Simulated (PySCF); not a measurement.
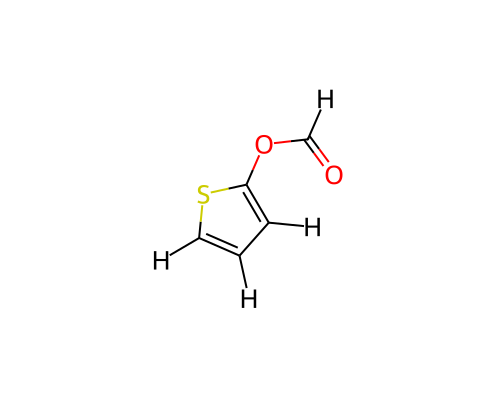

A structural formula.

Question: Write the SMILES.

Answer: O=COc1cccs1

Question: Give the formula, hydrogens included.

Answer: C5H4O2S.

Question: An optimisation with PBE0-D3(BJ)/def2-SVP gave a structure of which point group?

Answer: Cs. Other conformers may differ.

The parts below concern this one geometry. Atoms keep their numbers from picture to picture. Computed geometry: PBE0-D3(BJ)/def2-SVP optimisation. No frequency run is at hand to confirm it as a minimum.

**Geometry**

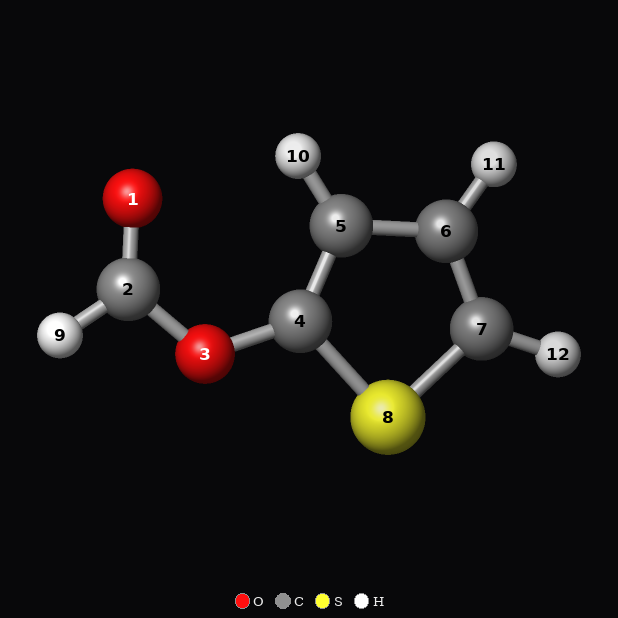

The atoms are numbered. No frequency run is at hand to confirm it as a minimum.

Give the bond lengths.

| bond | length (Å) | order |
| --- | --- | --- |
| O1–C2 | 1.192 | double |
| C2–O3 | 1.345 | single |
| C2–H9 | 1.108 | single |
| O3–C4 | 1.363 | single |
| C4–C5 | 1.371 | aromatic |
| C4–S8 | 1.730 | aromatic |
| C5–C6 | 1.426 | aromatic |
| C5–H10 | 1.086 | single |
| C6–C7 | 1.367 | aromatic |
| C6–H11 | 1.091 | single |
| C7–S8 | 1.721 | aromatic |
| C7–H12 | 1.089 | single |

**Ring current**

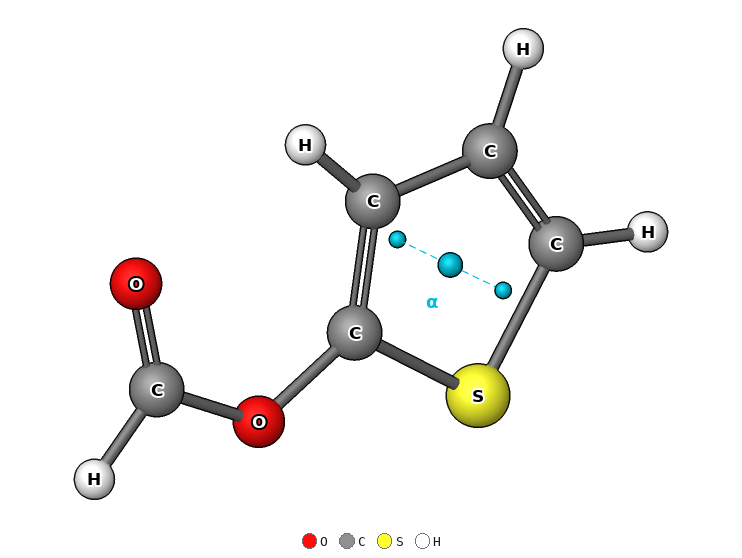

The small points mark where nucleus-independent chemical shifts (NICS) were computed: at the centre of each lettered ring and 1 Å above and below it. No frequency run is at hand to confirm it as a minimum. Level of theory: GIAO PBE0/pcSseg-1 NMR shielding, non-relativistic, IEF-PCM chloroform (PySCF 2.14.0).

Give NICS(0), NICS(1) and the out-of-plane component NICS(1)zz for each ring (means of the two sides).

```tsv
ring	members	NICS(0)	NICS(1)	NICS(1)zz
α	C4S	−13.3	−10.6	−24.3
```

Values in ppm.

Question: What do the values say about the ring currents?

Answer: Ring α: diatropic, as in an aromatic ring. NICS is one index among several.

**Charges**

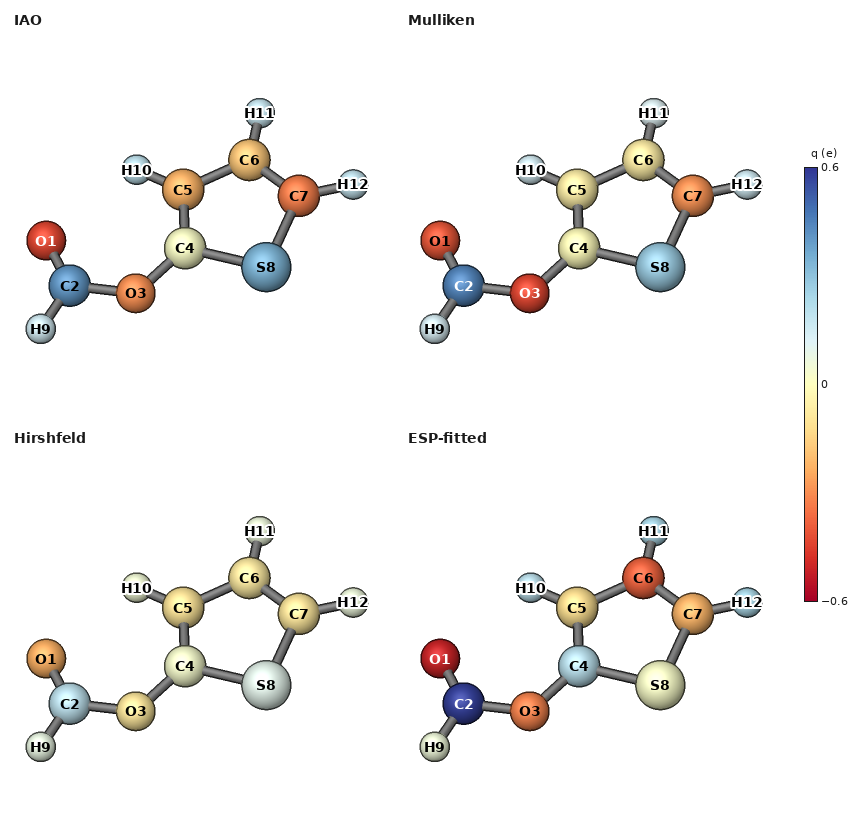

Atomic charges of one calculation by 4 schemes, on one colour scale. No frequency run is at hand to confirm it as a minimum. Computed with PBE0/pcSseg-1 in benzene (IEF-PCM) (PySCF 2.14.0).

Question: On which atom do the schemes disagree most?

Answer: On C2 (from 0.19 to 0.58 e).

List the charges (e), one line for each set of equivalent atoms.

```
atom    IAO  Mulliken  Hirshfeld  ESP-fitted
  O1  −0.43     −0.40      −0.23       −0.51
  C2   0.41      0.44       0.19        0.58
  O3  −0.29     −0.43      −0.09       −0.32
  C4   0.02     −0.01       0.03        0.20
  C5  −0.22     −0.06      −0.09       −0.12
  C6  −0.18     −0.06      −0.07       −0.38
  C7  −0.33     −0.29      −0.09       −0.22
  S8   0.34      0.27       0.10        0.02
  H9   0.15      0.13       0.08        0.06
 H10   0.19      0.14       0.05        0.20
 H11   0.17      0.11       0.06        0.24
 H12   0.18      0.15       0.06        0.24
```

**NMR shielding**

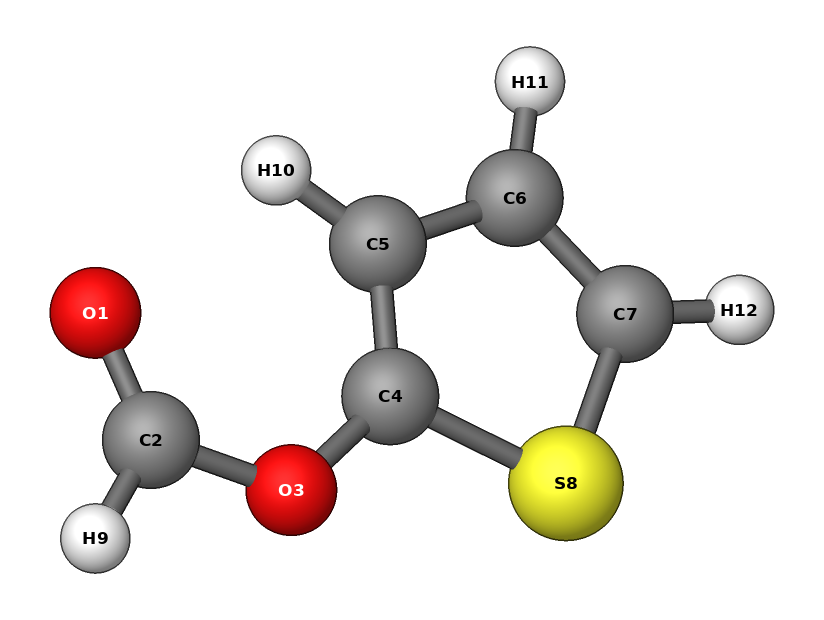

No frequency run is at hand to confirm it as a minimum. Level of theory: GIAO PBE0/pcSseg-1 NMR shielding, non-relativistic, IEF-PCM chloroform (PySCF 2.14.0). Principal shieldings σ11 ≤ σ22 ≤ σ33, span Ω = σ33 − σ11, skew κ = 3(σiso − σ22)/Ω.

Question: Which O atom has the most anisotropic shielding?

Answer: O1, with a span of 686 ppm.

Give the shielding tensors of the O atoms.

| atom | σ11 | σ22 | σ33 | σiso | Ω | κ |
| --- | --- | --- | --- | --- | --- | --- |
| O1 | −397.2 | −217.0 | 289.2 | −108.3 | 686.3 | 0.47 |
| O3 | −99.0 | 140.0 | 236.6 | 92.5 | 335.6 | −0.42 |

Shieldings and span in ppm.

Mulliken values depend strongly on the basis set and can even reverse the polarity of a bond.
